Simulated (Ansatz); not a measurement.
A series of calculations on ZnHBrCl₂

**1. Relaxation**

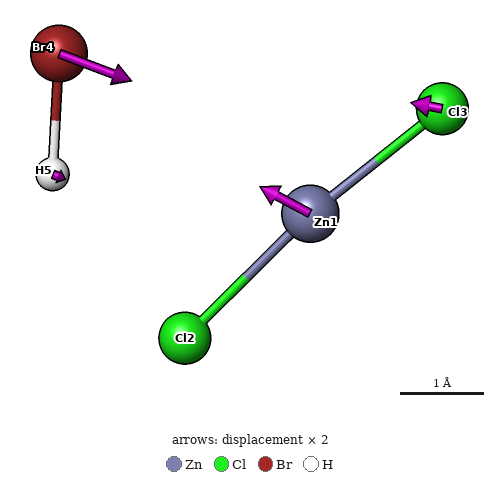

A relaxation of ZnHBrCl$_{2}$. The starting structure is drawn; purple arrows show the displacements, 2 times their true length. The two geometries are superimposed by the best rigid fit.

A ball-and-stick model, seen at a tilt.

The run prepares an end point of a later path (reaction) calculation, from a guessed geometry.

Method: RKS PBE0-D4/def2-SVP in Ansatz.

Input file:
```yaml
crystal:
  periodic: [false, false, false]
  atoms:
    - { symbol: Zn, position_ang: [0.295392, 0.0, -0.006559] }
    - { symbol: Cl, position_ang: [0.534515, 0.0, 2.185049] }
    - { symbol: Cl, position_ang: [0.29118, 0.0, -2.105768] }
    - { symbol: Br, position_ang: [-3.134957, 0.0, 1.132466] }
    - { symbol: H, position_ang: [-2.031831, 0.0, 2.151612] }
basis:
  gaussian: { orbitals: def2-SVP }
hamiltonian:
  xc: pbe0
  dispersion: d4
relax:
  f_tol: 0.03
  max_steps: 50
```

Launched with:
```bash
ansatz run input.yaml --threads 2 --pin off --max-ram 3072MiB --backend cpu --events-out ev --progress --plain --runs-dir out
```

> Atoms of which element are displaced furthest, and by how much?

Bromine: up to 0.48 Å, against 0.35 Å for zinc.

> What happened in the run?

Over 7 geometry steps the energy falls by 0.233 eV. The largest force component goes from 1.2 to 0.019 eV/Å. The largest move after the best rigid fit is that of Br4, 0.48 Å. Largest moves by element: Br 0.48 Å, Zn 0.35 Å, Cl 0.20 Å, H 0.09 Å. Some distances before and after: Zn1–Br4 3.615 → 2.797 Å, Br4–H5 1.502 → 1.441 Å, Zn1–Cl2 2.205 → 2.146 Å, Zn1–Cl3 2.099 → 2.111 Å. New bonds form, among them: Zn1–Br4 (3.61 → 2.80 Å). Among the angles between lasting bonds that change: Cl2–Zn1–Cl3 173.9° → 160.4°. The run took 12 s on 2 threads of AMD EPYC 9R45 96-Core Processor (Zen 5) (shared host), peak memory 0.28 GiB.

Limits of the set-up: the start holds two separate molecules, 2.6 Å apart at their closest, whose relative position is a soft coordinate.

**2. Relaxation**

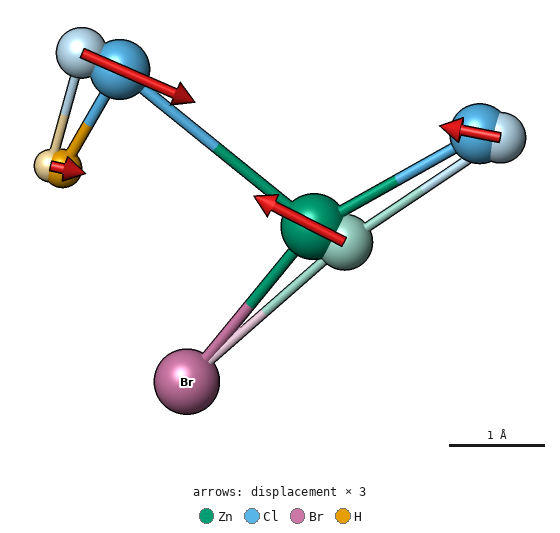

This is a relaxation of ZnHBrCl$_{2}$. The starting structure is drawn faded, the final one solid; red arrows show the displacements, magnified 3 times. The two geometries are superimposed by the best rigid fit.

A ball-and-stick model, seen at a tilt.

The run prepares an end point of a later path (reaction) calculation, from a guessed geometry.

Method: RKS PBE0-D4/def2-SVP in Ansatz.

Input
```yaml
crystal:
  periodic: [false, false, false]
  atoms:
    - { symbol: Zn, position_ang: [-0.954107, 0.003722, -0.601543] }
    - { symbol: Cl, position_ang: [0.267415, -0.004954, 2.606117] }
    - { symbol: Cl, position_ang: [0.685813, -0.00197, -1.910746] }
    - { symbol: Br, position_ang: [-2.978792, 9.7e-05, 0.644914] }
    - { symbol: H, position_ang: [-1.066028, 0.003105, 2.618057] }
basis:
  gaussian: { orbitals: def2-SVP }
hamiltonian:
  xc: pbe0
  dispersion: d4
relax:
  f_tol: 0.03
  max_steps: 50
output:
  orbitals: {}
```

Launched with:
```bash
ansatz run input.yaml --threads 2 --pin off --max-ram 3072MiB --backend cpu --events-out ev --progress --plain --runs-dir out
```

Question: What happened in the run?

Answer: The atom that moves furthest after the best rigid fit is Cl2 (0.44 Å). By element the largest moves are Cl 0.44 Å, Zn 0.36 Å, H 0.13 Å, Br 0.01 Å. Among the contacts that change: Zn1–Cl2 3.432 → 2.651 Å, Zn1–Br4 2.378 → 2.275 Å, Cl2–H5 1.334 → 1.302 Å, Zn1–Cl3 2.098 → 2.114 Å. New bonds form, among them: Zn1–Cl2 (3.43 → 2.65 Å). Among the angles between lasting bonds that change: Cl3–Zn1–Br4 173.0° → 159.7°. After 5 accepted moves (6 points after the start) the energy has fallen by 0.264 eV. Largest force component: 1.2 eV/Å at the start, 0.029 eV/Å at the end. The line search rejected the trial step at point 3 of the run.

Limits of the set-up: the start holds two separate molecules, 2.7 Å apart at their closest, whose relative position is a soft coordinate.

**3. Path**

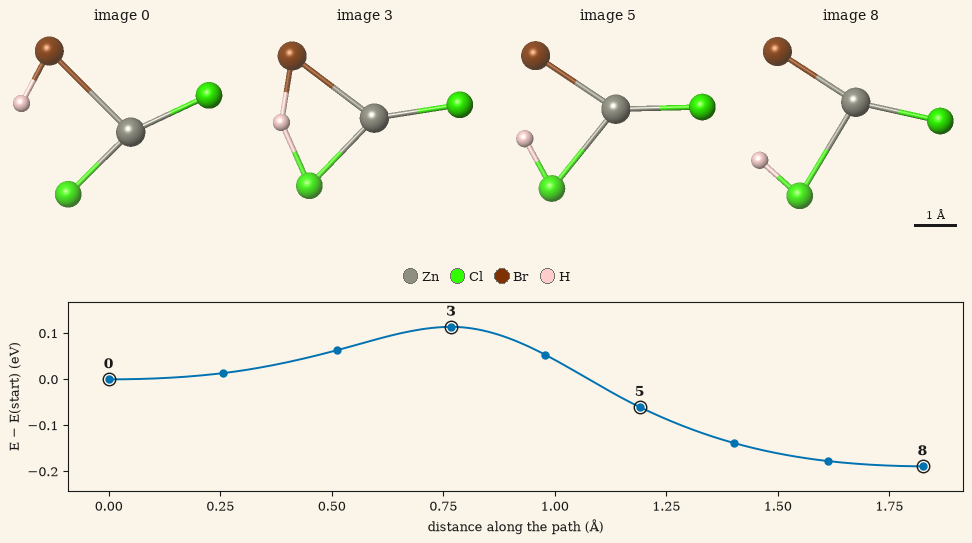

A nudged-elastic-band calculation for ZnHBrCl$_{2}$. Images are numbered from 0 (start) to 8 (end). A ball-and-stick model, seen face on.

Computed with RKS PBE0-D4/def2-SVP (Ansatz 0.2.0). Set-up: 7 movable images; climbing image; force threshold 0.05 eV/Å; iteration limit 60; starting path through a guess of the saddle point.

Describe the mechanism and the energy profile.

The energy climbs by 0.114 eV to image 3 and then falls by 0.303 eV, so the end point sits at −0.189 eV. A hydrogen atom shifts from one atom to another. Breaking: Br–H (1.44 → 2.67 Å). Forming: Cl–H (2.48 → 1.30 Å). The band converged in 7 iterations. The largest component of the band force went from 2.5 to 0.037 eV/Å. The climbing image converged on the top of the path. Its vibrational analysis gives one imaginary mode (301i cm⁻¹), as a transition state must have.

The run took 75 s on 2 threads of AMD EPYC 9R45 96-Core Processor (Zen 5) (shared host), peak memory 0.29 GiB.
